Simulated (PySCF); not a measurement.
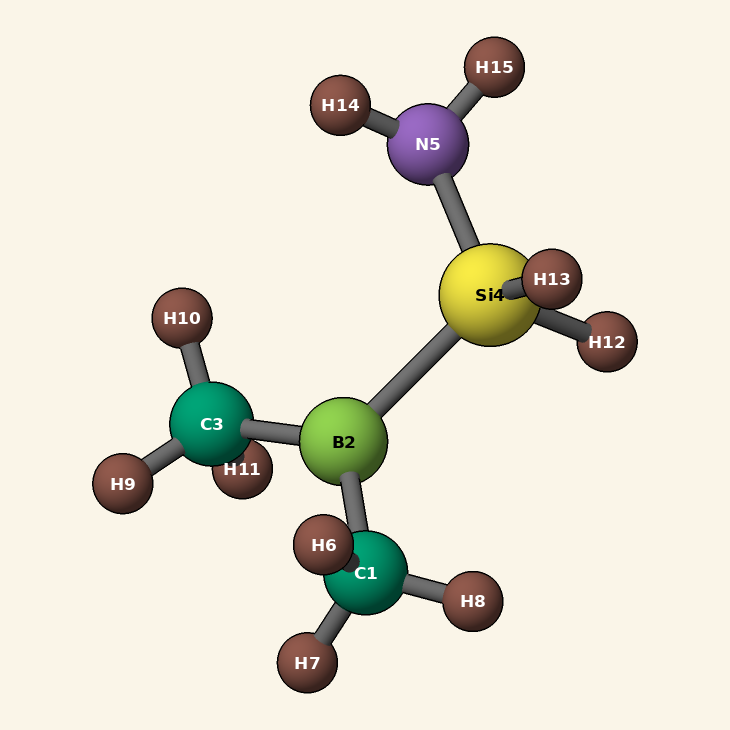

Computed geometry: PBE0-D3(BJ)/def2-SVP optimisation. No frequency run is at hand to confirm it as a minimum. Method: GIAO PBE0/6-31G NMR shielding, non-relativistic, gas phase (PySCF 2.14.0). Principal shieldings σ11 ≤ σ22 ≤ σ33, span Ω = σ33 − σ11, skew κ = 3(σiso − σ22)/Ω.

Give the shielding tensors of the Si atoms.

```csv
atom,σ11,σ22,σ33,σiso,Ω,κ
Si4,409.6,455.8,559.2,474.9,149.5,0.38
```

Shieldings and span in ppm.
